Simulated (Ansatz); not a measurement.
**Geometry relaxation of CH9AsSi2**

CH9AsSi2, SMILES C[SiH2][SiH2][AsH2], computed with RKS PBE0-D4/def2-TZVP (Ansatz 0.2.0).

The geometry: PBE-D4/def2-SVP start. Figures and captions count atoms from 1; the log counts them from 0 in places.

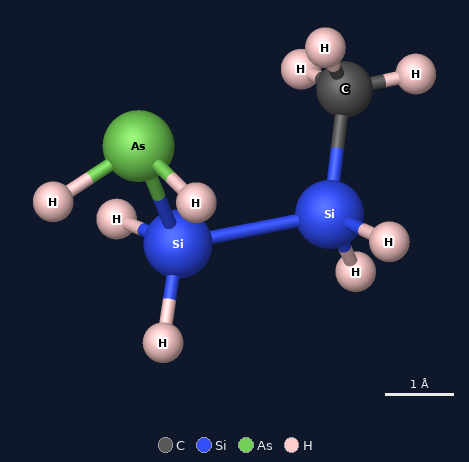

*The input geometry (ball-and-stick view, seen at a tilt).*

**Key numbers**

```json
{"quantity": "outcome", "value": "converged"}
{"quantity": "total energy", "value": "−77766.4007 eV"}
{"quantity": "mean-field energy", "value": "−77766.1210 eV"}
{"quantity": "dispersion energy", "value": "−0.2796 eV"}
{"quantity": "SCF solution under orbital rotations", "value": "stable"}
{"quantity": "largest force (length of the vector) at the end", "value": "0.003 eV/Å"}
{"quantity": "dipole moment", "value": "0.54 D"}
{"quantity": "hardware", "value": "4 threads of Arm Neoverse V2, 23 GiB of memory available, shared host"}
{"quantity": "wall time", "value": "24 s (CPU time 91 s)"}
{"quantity": "peak memory", "value": "0.67 GiB"}
```

**Input**
```yaml
crystal:
  periodic: [false, false, false]
  atoms:
    - {symbol: C, position_ang: [-1.466177, 0.475454, 1.481804]}
    - {symbol: Si, position_ang: [-0.728707, -0.995131, 0.539333]}
    - {symbol: Si, position_ang: [1.344139, -0.391233, -0.396945]}
    - {symbol: As, position_ang: [1.001514, 1.556273, -1.758602]}
    - {symbol: H, position_ang: [-0.795182, 0.784811, 2.307638]}
    - {symbol: H, position_ang: [-1.602612, 1.343334, 0.806844]}
    - {symbol: H, position_ang: [-2.451666, 0.215878, 1.915920]}
    - {symbol: H, position_ang: [-1.652117, -1.418226, -0.576462]}
    - {symbol: H, position_ang: [-0.543895, -2.180055, 1.454598]}
    - {symbol: H, position_ang: [2.299081, 0.008671, 0.701106]}
    - {symbol: H, position_ang: [1.966041, -1.533500, -1.159650]}
    - {symbol: H, position_ang: [2.361177, 1.382190, -2.463173]}
    - {symbol: H, position_ang: [0.288906, 0.716834, -2.837410]}
basis:
  gaussian: {orbitals: def2-TZVP}
hamiltonian: {xc: pbe0, dispersion: d4}
relax: {f_tol: 0.005, max_steps: 150}
```

Run as:
```bash
ansatz run in.yaml --threads 4 --pin off --events-out ev --progress --plain --max-ram 10444MiB
```

**Output**
```
Functional definition: PBE0
  name "PBE0"
  cite "Adamo & Barone, J. Chem. Phys. 110, 6158 (1999) doi:10.1063/1.478522"
  cite "Perdew, Burke & Ernzerhof, Phys. Rev. Lett. 77, 3865 (1996) doi:10.1103/PhysRevLett.77.3865"
  parent pbe
  parameter a = 0.25
  parameter kappa = 0.804
  parameter beta = 0.06672455060314922
  exchange = (1 - a)*pbe_x(kappa = kappa, mu = beta*pi^2/3) + a*exact_x
  correlation = pbe_c(beta = beta)
1535 factors; their error is unknown
mean field evaluation 1: about -77760.8222 eV, gradient 4.7e1 eV
mean field evaluation 2: about -77758.8074 eV, gradient 5.1e1 eV
mean field evaluation 4: about -77765.7712 eV, gradient 1.5e0 eV
mean field evaluation 8: about -77765.7739 eV, gradient 2.1e-2 eV
mean field evaluation 16: about -77766.0833 eV, gradient 1.8e-4 eV
mean field -77766.08331820 eV, -2857.8508501994 hartree, gradient 2.1e-5 eV, S^2 0.000000; 0 other end points of the search recorded, 0 dependent functions left out
the calculation of the forces begins
reference -77766.08335686 eV, -2857.8508516201 hartree; 38, 38 occupied and 169, 169 virtual orbitals, 1535 factors
relax step   1: F+E_penalty+E_count = -77766.36102865 eV  Δ(F+E_penalty+E_count) = +0.000e0 eV  max|allowed force component| = 4.780e-1 eV/Å  Δτ_max = 0.0000 Å  (28 SCF iters, accepted)
these checks for a lower state are left out or cut short: starts, cluster_reference, orbital_swaps, neighbouring_geometries, increment
1535 factors; their error is unknown
mean field -77766.11851536 eV, -2857.8521436713 hartree, gradient 1.9e-5 eV, S^2 0.000000; 0 other end points of the search recorded, 0 dependent functions left out
the calculation of the forces begins
reference -77766.11855380 eV, -2857.8521450837 hartree; 38, 38 occupied and 169, 169 virtual orbitals, 1535 factors
relax step   2: F+E_penalty+E_count = -77766.39753238 eV  Δ(F+E_penalty+E_count) = -3.650e-2 eV  max|allowed force component| = 1.282e-1 eV/Å  Δτ_max = 0.0309 Å  (30 SCF iters, accepted)
these checks for a lower state are left out or cut short: starts, cluster_reference, orbital_swaps, neighbouring_geometries, increment
1535 factors; their error is unknown
mean field evaluation 32: about -77766.1197 eV, gradient 1.8e-5 eV
mean field -77766.11971410 eV, -2857.8521877239 hartree, gradient 1.8e-5 eV, S^2 0.000000; 0 other end points of the search recorded, 0 dependent functions left out
the calculation of the forces begins
reference -77766.11975240 eV, -2857.8521891316 hartree; 38, 38 occupied and 169, 169 virtual orbitals, 1535 factors
relax step   3: F+E_penalty+E_count = -77766.39974833 eV  Δ(F+E_penalty+E_count) = -2.216e-3 eV  max|allowed force component| = 3.999e-2 eV/Å  Δτ_max = 0.0255 Å  (31 SCF iters, accepted)
these checks for a lower state are left out or cut short: starts, cluster_reference, orbital_swaps, neighbouring_geometries, increment
1535 factors; their error is unknown
mean field -77766.12102991 eV, -2857.8522360791 hartree, gradient 1.8e-5 eV, S^2 0.000000; 0 other end points of the search recorded, 0 dependent functions left out
the calculation of the forces begins
reference -77766.12106826 eV, -2857.8522374884 hartree; 38, 38 occupied and 169, 169 virtual orbitals, 1535 factors
relax step   4: F+E_penalty+E_count = -77766.40056006 eV  Δ(F+E_penalty+E_count) = -8.117e-4 eV  max|allowed force component| = 1.711e-2 eV/Å  Δτ_max = 0.0167 Å  (32 SCF iters, accepted)
these checks for a lower state are left out or cut short: starts, cluster_reference, orbital_swaps, neighbouring_geometries, increment
1535 factors; their error is unknown
mean field -77766.12099737 eV, -2857.8522348833 hartree, gradient 1.8e-5 eV, S^2 0.000000; 0 other end points of the search recorded, 0 dependent functions left out
the calculation of the forces begins
reference -77766.12103572 eV, -2857.8522362927 hartree; 38, 38 occupied and 169, 169 virtual orbitals, 1535 factors
relax step   5: F+E_penalty+E_count = -77766.40061369 eV  Δ(F+E_penalty+E_count) = -5.363e-5 eV  max|allowed force component| = 2.485e-3 eV/Å  Δτ_max = 0.0078 Å  (31 SCF iters, accepted)
1535 factors; their error is unknown
mean field evaluation 64: about -77766.1210 eV, gradient 5.2e-2 eV
```

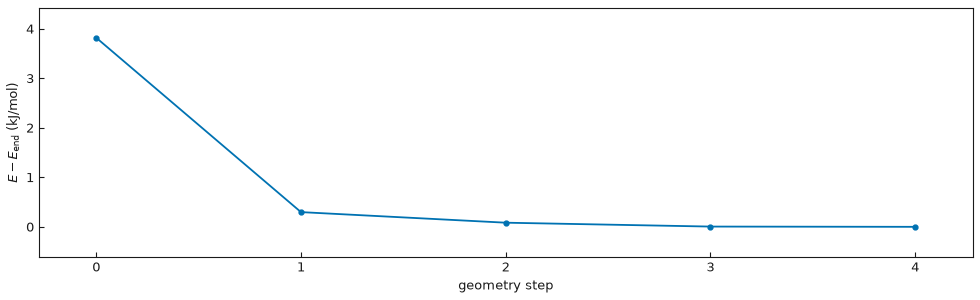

*Progress of the relaxation, step by step (the first geometry is step 0 here and step 1 in the log).*

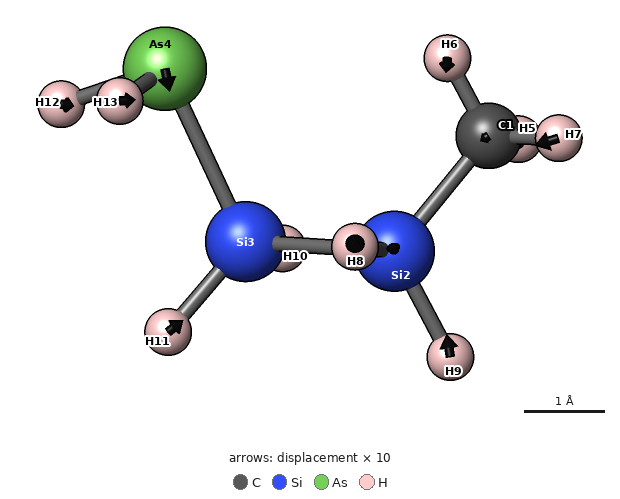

*The starting structure with the displacements as black arrows, magnified 10 times (ball-and-stick view, seen at a tilt). The two geometries are laid on each other by the best rigid fit.*

H7 moves most after the best rigid fit: 0.032 Å. By element the largest moves are H 0.032 Å, As 0.030 Å, Si 0.015 Å, C 0.013 Å. Among the contacts that change: Si3–As4 2.401 → 2.374 Å, C1–Si2 1.896 → 1.876 Å, As4–H12 1.541 → 1.522 Å, Si2–H8 1.509 → 1.491 Å. Over 4 geometry steps the energy falls by 3.82 kJ/mol. The largest force component goes from 0.48 to 0.0025 eV/Å. (Atoms are counted from 1 in the order of the input.)

```
mean field -77766.12099737 eV, -2857.8522348833 hartree, gradient 1.8e-5 eV, S^2 0.000000; 1 other end points of the search recorded, 0 dependent functions left out
the calculation of the forces begins
reference -77766.12103572 eV, -2857.8522362927 hartree; 38, 38 occupied and 169, 169 virtual orbitals, 1535 factors
Total energy: -77766.40065204 eV, -2857.8625120030 hartree
Atom 0 at    -1.458982     0.469021     1.473466 Å, force     0.001505     0.000268    -0.001158 eV/Å
Atom 1 at    -0.721581    -0.981560     0.539982 Å, force    -0.000242    -0.002140     0.001719 eV/Å
Atom 2 at     1.340010    -0.390719    -0.393319 Å, force    -0.000222     0.002485     0.000919 eV/Å
Atom 3 at     1.005007     1.528202    -1.749591 Å, force    -0.000401    -0.000688     0.000472 eV/Å
Atom 4 at    -0.805944     0.771802     2.294878 Å, force     0.000044     0.000315    -0.000122 eV/Å
Atom 5 at    -1.590270     1.328209     0.811892 Å, force    -0.000992     0.001058     0.000897 eV/Å
Atom 6 at    -2.433597     0.207008     1.890940 Å, force    -0.001027    -0.000802    -0.000598 eV/Å
Atom 7 at    -1.631710    -1.399798    -0.564460 Å, force     0.000434     0.000039    -0.001043 eV/Å
Atom 8 at    -0.548110    -2.152018     1.446678 Å, force     0.000233     0.000842    -0.000599 eV/Å
Atom 9 at     2.290178     0.009827     0.683218 Å, force     0.000789    -0.000021    -0.001114 eV/Å
Atom 10 at     1.947932    -1.520990    -1.147967 Å, force    -0.000264    -0.001543     0.000111 eV/Å
Atom 11 at     2.346119     1.376653    -2.452913 Å, force     0.001918    -0.000337    -0.000323 eV/Å
Atom 12 at     0.281451     0.719664    -2.817804 Å, force    -0.001775     0.000524     0.000838 eV/Å
Dipole moment:    -0.071311     0.018656     0.083764 e Å
```

**Trajectory as extended XYZ (Å, eV, eV/Å), 5 frames, from step=1 to step=5**
```
13
Properties=species:S:1:pos:R:3:forces:R:3 step=1 energy=-77766.36103
C    -1.4662    0.4755    1.4818   -0.0675   0.1273   0.1058
Si   -0.7287   -0.9951    0.5393   -0.1209   0.0010   0.0571
Si    1.3441   -0.3912   -0.3969    0.1315   0.0092   0.0222
As    1.0015    1.5563   -1.7586    0.2029  -0.4780  -0.2410
H    -0.7952    0.7848    2.3076   -0.3108  -0.1422  -0.3863
H    -1.6026    1.3433    0.8068    0.0649  -0.3965   0.3063
H    -2.4517    0.2159    1.9159    0.4491   0.1130  -0.2024
H    -1.6521   -1.4182   -0.5765    0.1842   0.0879   0.2345
H    -0.5439   -2.1801    1.4546   -0.0552   0.2501  -0.1782
H     2.2991    0.0087    0.7011   -0.1923  -0.0799  -0.2321
H     1.9660   -1.5335   -1.1597   -0.1333   0.2596   0.1460
H     2.3612    1.3822   -2.4632   -0.2709   0.0628   0.1509
H     0.2889    0.7168   -2.8374    0.1182   0.1858   0.2173
13
Properties=species:S:1:pos:R:3:forces:R:3 step=2 energy=-77766.39753
C    -1.4623    0.4690    1.4801    0.0066   0.0156   0.0023
Si   -0.7234   -0.9861    0.5387   -0.1166   0.0396   0.0737
Si    1.3357   -0.3846   -0.3928    0.1094  -0.0601  -0.0217
As    1.0110    1.5269   -1.7598   -0.0051   0.0161  -0.0483
H    -0.8020    0.7728    2.3012   -0.0879  -0.0379  -0.1079
H    -1.5965    1.3310    0.8157    0.0161  -0.1068   0.0881
H    -2.4388    0.2074    1.9043    0.1282   0.0246  -0.0600
H    -1.6415   -1.4044   -0.5644    0.0513   0.0209   0.0458
H    -0.5509   -2.1590    1.4489    0.0049   0.0551  -0.0494
H     2.2872    0.0118    0.6902   -0.0506  -0.0134  -0.0578
H     1.9523   -1.5064   -1.1618   -0.0380   0.0338   0.0672
H     2.3593    1.3749   -2.4558   -0.0502  -0.0114   0.0287
H     0.2905    0.7121   -2.8296    0.0321   0.0239   0.0393
13
Properties=species:S:1:pos:R:3:forces:R:3 step=3 energy=-77766.39975
C    -1.4573    0.4704    1.4719    0.0186  -0.0308  -0.0246
Si   -0.7211   -0.9800    0.5346    0.0049   0.0202   0.0297
Si    1.3394   -0.3898   -0.3976   -0.0291   0.0045   0.0400
As    0.9978    1.5313   -1.7463    0.0228  -0.0253   0.0112
H    -0.8006    0.7747    2.2890    0.0117   0.0043   0.0149
H    -1.5940    1.3286    0.8110   -0.0036   0.0154  -0.0112
H    -2.4284    0.2062    1.8945   -0.0215  -0.0051   0.0080
H    -1.6325   -1.3975   -0.5679   -0.0106  -0.0059  -0.0109
H    -0.5422   -2.1494    1.4402   -0.0107  -0.0145   0.0098
H     2.2863    0.0119    0.6803    0.0115   0.0025   0.0105
H     1.9485   -1.5242   -1.1444    0.0038   0.0080  -0.0232
H     2.3424    1.3682   -2.4379    0.0203   0.0269  -0.0296
H     0.2822    0.7150   -2.8124   -0.0181  -0.0002  -0.0245
13
Properties=species:S:1:pos:R:3:forces:R:3 step=4 energy=-77766.40056
C    -1.4585    0.4684    1.4749    0.0063  -0.0132  -0.0075
Si   -0.7228   -0.9826    0.5398   -0.0069   0.0171   0.0022
Si    1.3370   -0.3883   -0.3942    0.0053  -0.0038  -0.0009
As    1.0054    1.5292   -1.7535   -0.0010  -0.0030   0.0042
H    -0.8032    0.7712    2.2942    0.0023   0.0027   0.0060
H    -1.5919    1.3274    0.8138   -0.0012   0.0040  -0.0033
H    -2.4317    0.2059    1.8949   -0.0076  -0.0005   0.0038
H    -1.6345   -1.3996   -0.5635   -0.0018  -0.0029  -0.0033
H    -0.5480   -2.1530    1.4458    0.0018  -0.0023   0.0011
H     2.2854    0.0119    0.6838    0.0042   0.0030   0.0010
H     1.9466   -1.5183   -1.1477    0.0011  -0.0025  -0.0009
H     2.3494    1.3758   -2.4509    0.0024   0.0006   0.0000
H     0.2872    0.7172   -2.8225   -0.0049   0.0009  -0.0025
13
Properties=species:S:1:pos:R:3:forces:R:3 step=5 energy=-77766.40061
C    -1.4590    0.4690    1.4735    0.0015   0.0003  -0.0012
Si   -0.7216   -0.9816    0.5400   -0.0002  -0.0021   0.0017
Si    1.3400   -0.3907   -0.3933   -0.0002   0.0025   0.0009
As    1.0050    1.5282   -1.7496   -0.0004  -0.0007   0.0005
H    -0.8059    0.7718    2.2949    0.0000   0.0003  -0.0001
H    -1.5903    1.3282    0.8119   -0.0010   0.0011   0.0009
H    -2.4336    0.2070    1.8909   -0.0010  -0.0008  -0.0006
H    -1.6317   -1.3998   -0.5645    0.0004   0.0000  -0.0010
H    -0.5481   -2.1520    1.4467    0.0002   0.0008  -0.0006
H     2.2902    0.0098    0.6832    0.0008   0.0000  -0.0011
H     1.9479   -1.5210   -1.1480   -0.0003  -0.0015   0.0001
H     2.3461    1.3767   -2.4529    0.0019  -0.0003  -0.0003
H     0.2815    0.7197   -2.8178   -0.0018   0.0005   0.0008
```

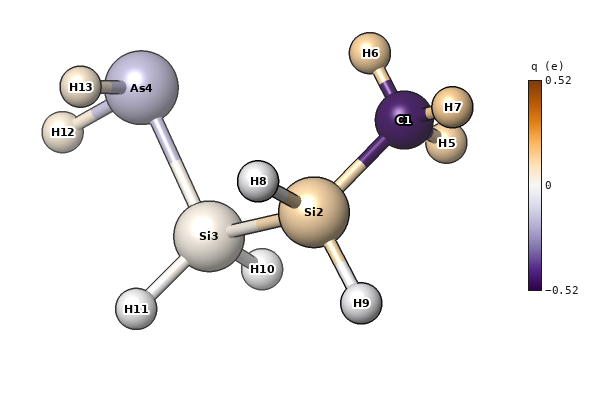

*Mulliken charges, as the colour of each atom (ball-and-stick view, seen at a tilt; atoms are numbered from 1 in the order of the input).*

By element: C −0.49, Si +0.03 to +0.12, As −0.20 and H −0.02 to +0.15 e.
